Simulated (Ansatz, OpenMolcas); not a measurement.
**A small benchmark: dipole moment**

10 molecules without hydrogen; the dipole moment in D, computed less measured. Shapes, held fixed at every level: PBE0-D4/def2-TZVP. No vibrational averaging. Dipoles are compared by magnitude; molecules under 1 D, whose direction can flip, are left out. Programs: Ansatz 0.2.0, OpenMolcas 26.06. Measured values: NIST CCCBDB.

Levels: A = HF/3-21G; B = PBE-D4/def2-TZVPP; C = r2SCAN-D4/def2-TZVPP; D = B3LYP-D4/def2-TZVPP.

```csv
molecule,measured,A,B,C,D
BrF (bromine fluoride),1.42,+0.48,-0.18,-0.17,-0.02
CuF (fluorocopper),5.77,-1.33,-1.19,-0.87,-0.67
NS (Mononitrogen monosulfide),1.81,-0.55,+0.02,-0.01,+0.08
SF2 (sulfur difluoride),1.05,+0.87,-0.15,-0.12,+0.07
NOF (nitrosyl fluoride),1.81,-0.57,-0.55,-0.48,-0.42
SO2 (sulfur dioxide),1.63,+0.93,-0.09,-0.05,+0.10
AsF3 (arsenic trifluoride),2.59,+0.77,-0.32,-0.28,-0.06
SCl2O2 (sulfuryl chloride),1.81,-0.15,-0.18,-0.13,+0.05
SO2F2 (SMILES O=S(=O)(F)F),1.12,-0.06,-0.01,+0.02,+0.01
C2F3N (cyanotrifluoromethane),1.33,-0.54,+0.15,+0.16,+0.07
```

(1) Which level does best on this set, which worst, and which err to one side?

## Answers

(1) 
| level | kind | mean error | mean absolute error | worst case |
| --- | --- | --- | --- | --- |
| HF/3-21G | Hartree–Fock | -0.015 | 0.625 | CuF |
| PBE-D4/def2-TZVPP | GGA | -0.250 | 0.284 | CuF |
| r2SCAN-D4/def2-TZVPP | meta-GGA | -0.193 | 0.229 | CuF |
| B3LYP-D4/def2-TZVPP | global hybrid | -0.079 | 0.155 | CuF |

On this set B3LYP-D4/def2-TZVPP has the smallest mean absolute error and HF/3-21G the largest. PBE-D4/def2-TZVPP is too low in 8 of 10; r2SCAN-D4/def2-TZVPP is too low in 8 of 10. All levels miss CuF, NOF on one side: the cause may be the shape, the tabulated value or an error that the levels share. The levels differ in basis as well as in method. The tabulated values of NOF, C2F3N are in doubt (older tables, estimates, or at odds with other calculations) and kept here. Over the 8 molecules whose values aren't doubted the mean absolute errors are A 0.643; B 0.267; C 0.206; D 0.133. Spin contamination: NS (⟨S²⟩ up to 1.14). Open shells run unrestricted. Relativity is left out for As, Br, Cu. The set is small.

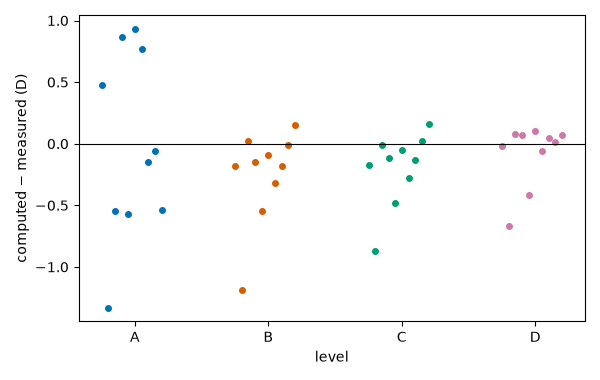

Errors of each level, one point a molecule.
